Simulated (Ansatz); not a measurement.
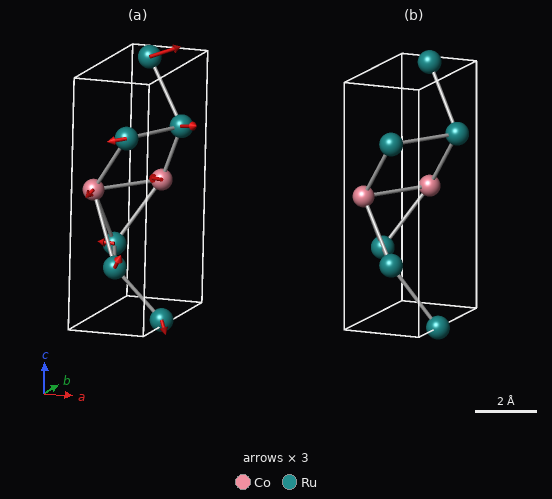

The structure of solid CoRu₃ (a generated structure, set up in P1) (coarse preliminary run) before (left) and after (right) a relaxation, at one scale. The red arrows give the displacements (the part carried along by the change of the cell is left out), 3 times their true length.

Style: ball-and-stick. Shown: the cell of the calculation, slightly off an axis.

The calculation used DFT PBE, scalar-relativistic, plane waves, PAW in Ansatz 0.2.0.

Input file:
```yaml
crystal:
  lattice:
    - [2.7161476782, -0.0160510374, 0.0331553589]
    - [-0.0278012123, 4.8058018239, 0.1342769481]
    - [0.1030122044, 0.240866156, 8.4821062828]
  atoms:
    - { symbol: Co, position: [1.0327623049, 0.3378713081, 0.5118453818], spin: 1.49 }
    - { symbol: Co, position: [0.5822081607, 0.7983785755, 0.5042043321], spin: 1.49 }
    - { symbol: Ru, position: [0.9770205105, 0.3390495001, 0.0192595728] }
    - { symbol: Ru, position: [0.4010928896, 0.7797870321, -0.0104351118] }
    - { symbol: Ru, position: [0.463111691, 0.1787967014, 0.2355841726] }
    - { symbol: Ru, position: [0.0746574998, 0.6678840291, 0.2540209533] }
    - { symbol: Ru, position: [0.5671458092, 0.1936809766, 0.7482622316] }
    - { symbol: Ru, position: [-0.0979988659, 0.7045518773, 0.7372584676] }
basis:
  ecutwfc: 420
kpoints:
  mp_grid: { grid: [8, 6, 4] }
hamiltonian:
  xc: pbe
scf:
  occupations: { method: gaussian, width: 0.2 }
  lower_state_search: "off"
output:
  forces: true
  stress: true
  eigenvalues: true
  populations: true
magnetization:
  spin_polarized: true
relax:
  adjacent_minimum: "off"
  f_tol: 0.025
  max_steps: 60
  cell: { stress_tol: 0.25 }
```

Launched with:
```bash
ansatz run input.yaml --threads 4 --pin off --max-ram 8192MiB --backend cpu --events-out ev --progress --plain --runs-dir out
```

**Describe what moved and what it gained.**

Ru4 moves most relative to the cell: 0.38 Å roughly along [2 1 0]. By element the largest moves are Ru 0.38 Å, Co 0.28 Å. The volume changes by −5.0 %, with a 2.716 → 2.690 Å (−1.0 %), b 4.808 → 4.669 Å (−2.9 %), c 8.486 → 8.371 Å (−1.4 %), α 86.8° → 90.0°, β 88.6° → 90.0°, γ 90.7° → 90.0°. Some distances before and after: Ru3–Ru4 3.121 → 2.694 Å, Co1–Ru5 2.971 → 2.573 Å, Ru7–Ru8 3.064 → 2.694 Å, Co2–Ru8 2.205 → 2.575 Å. The space group (tolerance 0.01 Å) goes from P1 (No. 1) to Amm2 (No. 38). Over 4 accepted moves (5 points after the start) the energy falls by 366 meV per atom. The largest force component goes from 3.8 to 0.0087 eV/Å. The pressure goes from 2.45 to 0.00 GPa. The SCF was repeated once at an unchanged geometry on a basis and grid sized afresh for the cell, which shifted the energy by 0.4 meV per atom at most. Cost: 7.9 min on 4 threads of Intel(R) Xeon(R) Processor @ 2.70GHz, on a shared host, peak memory 1.4 GiB.
